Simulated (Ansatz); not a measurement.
H3In

| atom | x (Å) | y (Å) | z (Å) |
| --- | --- | --- | --- |
| In | 0.0001 | 0.0000 | -0.0002 |
| H | 1.7242 | -0.0286 | 0.0134 |
| H | -0.8372 | 1.5074 | -0.0180 |
| H | -0.8870 | -1.4787 | 0.0047 |

Geometry: PBE0-D4/def2-TZVP; core potentials replace the inner electrons of In.

Computed with Ansatz 0.2.0, RKS PBE0-D4/def2-TZVP.

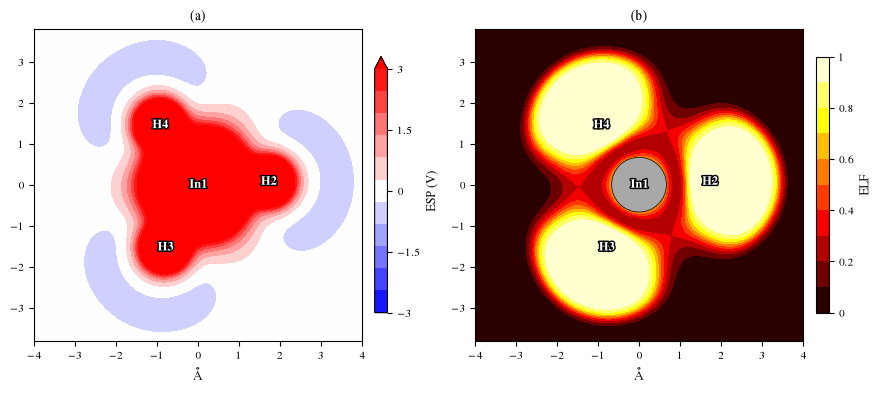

Figure 1. (a) molecular electrostatic potential; (b) ELF on the molecular plane. Grey discs cover the atomic cores in the ELF map.

Q: What does the map show?

A: The section cuts through In and H sites. In–H (1.72 Å): the ELF climbs to about 1 towards the hydrogen. Outside the dense part of the molecule the potential is most negative (−0.4 V) near H2, H3 and H4.

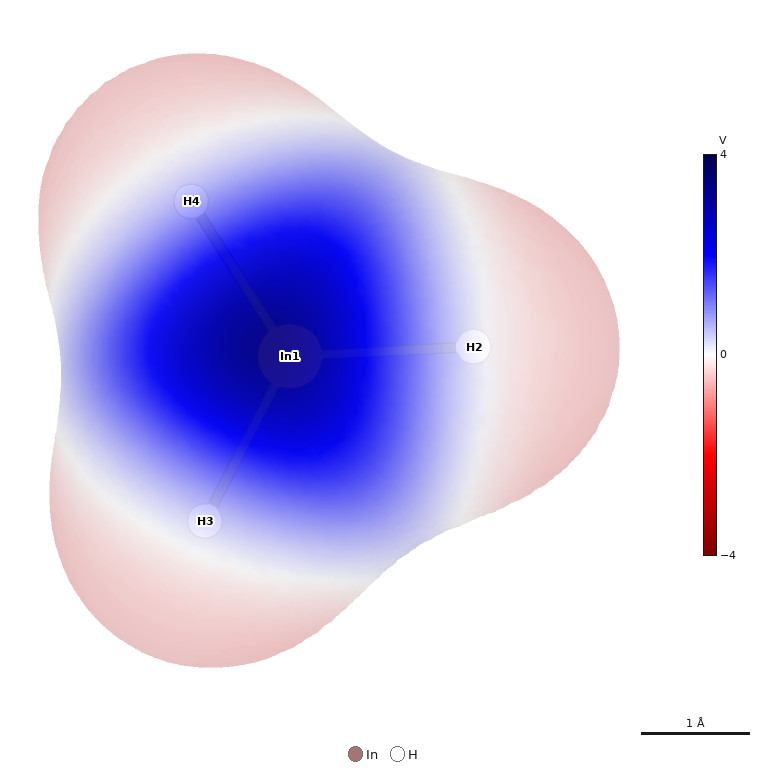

Figure 2. The molecular electrostatic potential painted on the density surface at 0.002 e/bohr³, seen across its widest extent; the colour scale runs from red (negative) to blue (positive).

Q: Where is the surface potential most negative and most positive?

A: The most negative region (about −0.4 V) lies over H2, H3 and H4, the most positive (about +3.2 V) over In1.

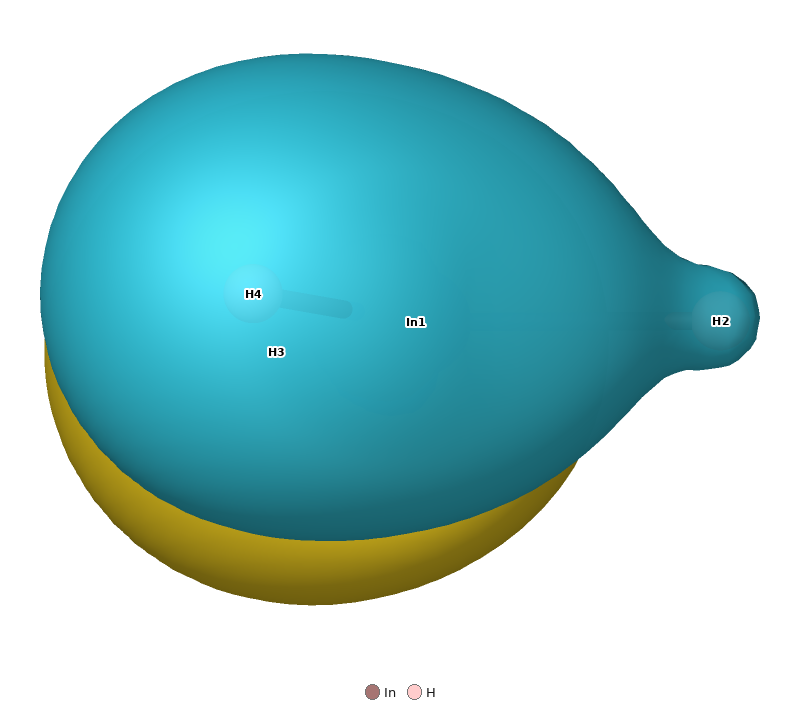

Figure 3. The HOMO at ±0.08 Å⁻³ᐟ² (yellow and cyan are the two phases), seen from one side.

Q: What is the character of this orbital?

A: Its weight (Hirshfeld) is mainly on In1 (about 40 %), H3 (about 30 %) and H4 (about 30 %); it is symmetric in the molecular plane (an in-plane orbital: σ, lone-pair or in-plane π type). It is one of a degenerate set, so its orientation is arbitrary. Its energy is −8.17 eV.
